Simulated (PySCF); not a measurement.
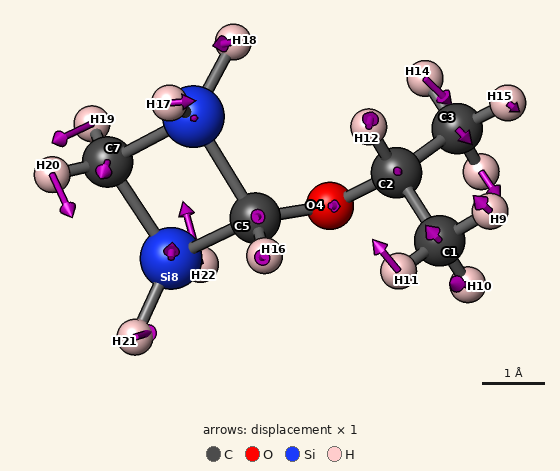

This is a relaxation of C$_{5}$H$_{14}$OSi$_{2}$. The starting structure is drawn; purple arrows show the displacements, at their true length. The two geometries are superimposed by the best rigid fit.

The picture is a ball-and-stick view, seen at a tilt.

The start comes from GFN2-xTB. Its atoms were then displaced at random by about 0.01 Å.

The calculation used PySCF, PBE0-D3(BJ)/def2-SVP geometry optimisation, gas phase. 

> Which element moves most?

Hydrogen: up to 1.09 Å, against 0.54 Å for carbon.

> What did the optimiser do to the structure, and how much energy did it gain?

The largest moves after the best rigid fit, 1.09 Å, are those of H atoms. By element the largest moves are H 1.09 Å, C 0.54 Å, Si 0.38 Å, O 0.25 Å. Some distances before and after: C–H 1.078 → 1.116 Å, C–H 1.065 → 1.100 Å, H–Si 1.461 → 1.496 Å, C–Si 1.934 → 1.903 Å. Bond angles that change, for instance: O–C–Si 114.1° → 124.0°, Si–C–H 114.8° → 105.5°, Si–C–H 113.9° → 105.0°. Groups turn about C–Si by about 30°, C–Si by about 30°, C–Si by about 25°. After 17 geometry steps the energy has fallen by 8.19 kcal/mol. Cost: 10 min on 1 thread of Arm Neoverse N1, with other jobs on the host.
